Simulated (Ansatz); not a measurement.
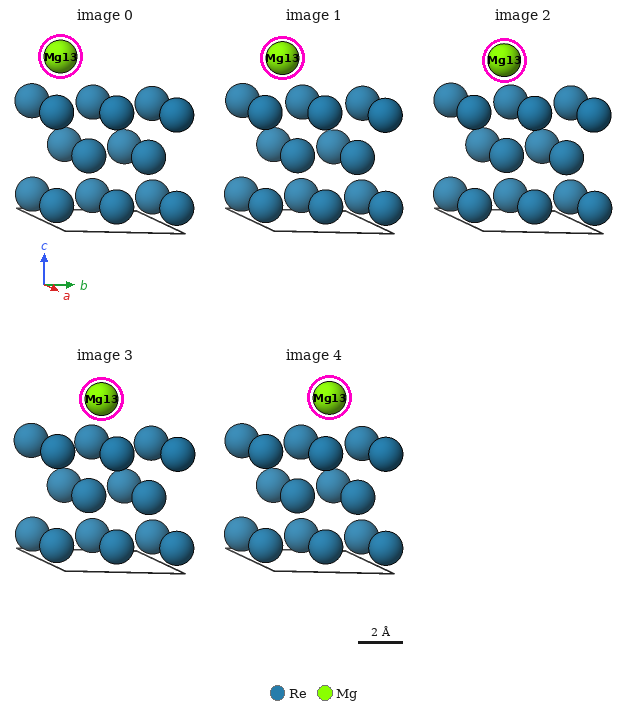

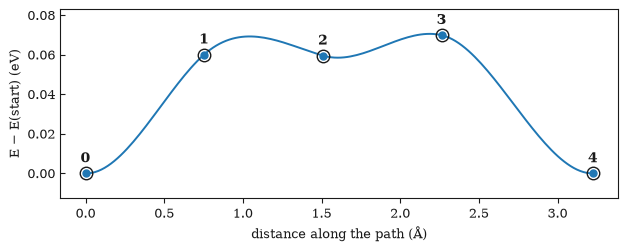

A nudged-elastic-band calculation for Mg on Re(0001) (13 atoms in the cell). Images are numbered from 0 (start) to 4 (end). Style: spheres-only. Shown: the simulation cell, with the vacuum cut short (origin moved), slightly off an axis. The moving atom is ringed, with any periodic copies.

The calculation used DFT PBE, scalar-relativistic, plane waves, PAW (Ansatz). Settings: plane-wave cutoff 420 eV; k-point mesh 4 × 4 × 1; Fermi-Dirac smearing 0.05 eV; 4 atoms held fixed; 3 movable images; climbing image; force threshold 0.03 eV/Å; iteration limit 80; optimiser L-BFGS; starting path by image-dependent pair potential.

Describe the mechanism and the energy profile.

Answer. The adsorbate starts on a top site and hops by a lattice vector of the surface; other mechanisms, such as exchange with a surface atom, weren't searched. The Mg atom travels furthest, 2.76 Å from end to end, on a path that bends up to 0.78 Å away from the straight line. At the highest image its nearest neighbour (Re) is 2.71 Å away, against 2.78 Å at the start, and the surrounding atoms stand up to 0.08 Å off the mean of their end positions. The two ends have the same energy, and the highest point, image 3, lies 0.070 eV above the start. The band is converged.

Limits of the set-up: the periodic images lie only 5.5 Å apart, so the values are limited by the cell's size.
